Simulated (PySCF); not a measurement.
# C₃H₃Cl₂FSi (SMILES FC(Cl)(Cl)C#C[SiH3]): what the fields show

Input file:

```
{"job": {"kind": "uv", "xc": "B3LYP", "basis": "def2-SVPD", "nstates": 8, "ntriplets": 3}, "charge": 0, "multiplicity": 1}
F      2.748109    -0.802658    -0.799676
C      2.160070     0.045270     0.073156
Cl     2.716904    -0.404534     1.719039
Cl     2.740127     1.701129    -0.308514
C      0.723414    -0.005460     0.004202
C     -0.479602    -0.040480    -0.048600
Si    -2.334926    -0.109986    -0.148228
H     -2.780144     1.186717    -0.655542
H     -2.661736    -1.200984    -1.064359
H     -2.823333    -0.364359     1.205994
```

Command:

```sh
OMP_NUM_THREADS=1 python probes_run.py task.json out
```

Geometry: GFN2-xTB.

Theory: B3LYP/def2-SVPD, SCF density, gas phase in PySCF 2.14.0.

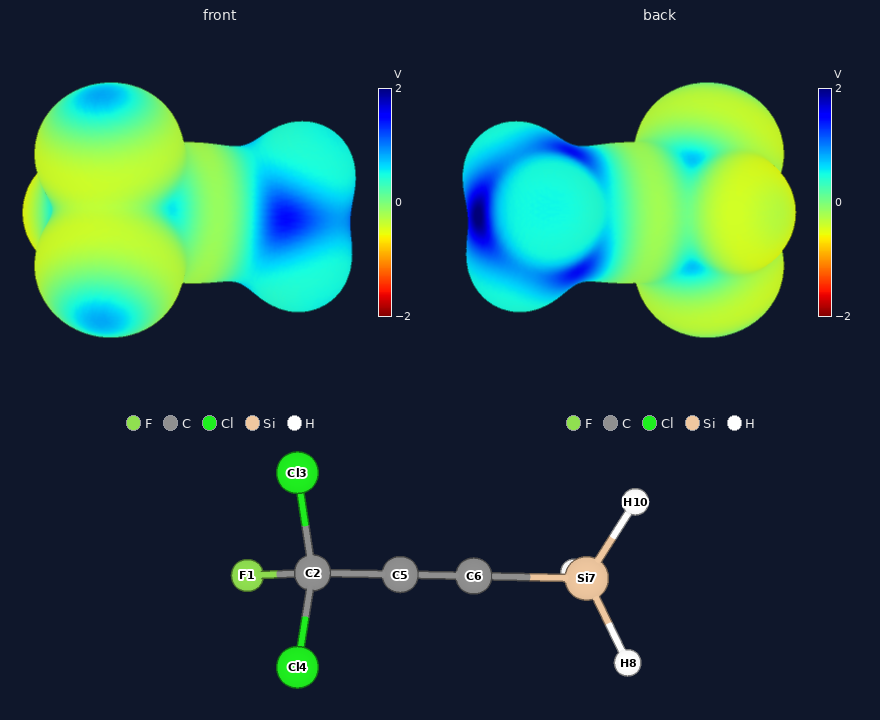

Figure 1. The electrostatic potential painted on the density surface at 0.002 e/bohr³, seen from the front and from behind; red is negative and blue positive. The bare structure is drawn below in the same view.

> Where is the surface potential most negative and most positive?

The most negative region (about −0.5 V) lies over F1, the most positive (about +1.9 V) over Si7. Cl3 shows a σ-hole: about +0.8 V at the tip opposite its bond, against about −0.3 V on its flanks. Cl4 shows a σ-hole: about +0.8 V at the tip opposite its bond, against about −0.3 V on its flanks.

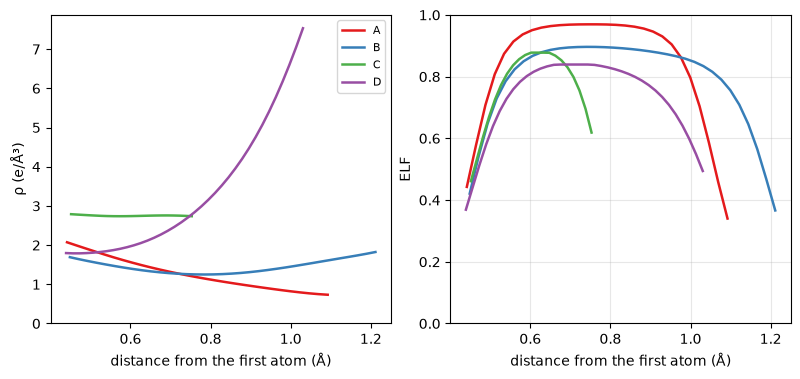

Figure 2. Electron density and electron localisation function along straight lines between neighbouring atoms. The curves leave out the atomic cores.

> Which curve belongs to which contact (C–C, C–Cl, C–F and C–Si)? The first atom named is at distance zero.

Curve A: C–Si (1.86 Å): ρ at the midpoint is about 0.92 e/Å³; the ELF peaks at about 0.95 between the atoms, as expected for a covalent bond. Curve B: C–Cl (1.79 Å): ρ at the midpoint is about 1.3 e/Å³; the ELF peaks at about 0.90 between the atoms, as expected for a shared electron pair. Curve C: C–C (1.20 Å): ρ is about 2.7 e/Å³ halfway; the ELF peaks at about 0.90 between the atoms; a multiple bond. Curve D: C–F (1.35 Å): ρ is about 2.3 e/Å³ halfway, with its minimum of 1.8 e/Å³ about 0.5 Å from C; the ELF peaks at about 0.85 between the atoms: a polar covalent bond.
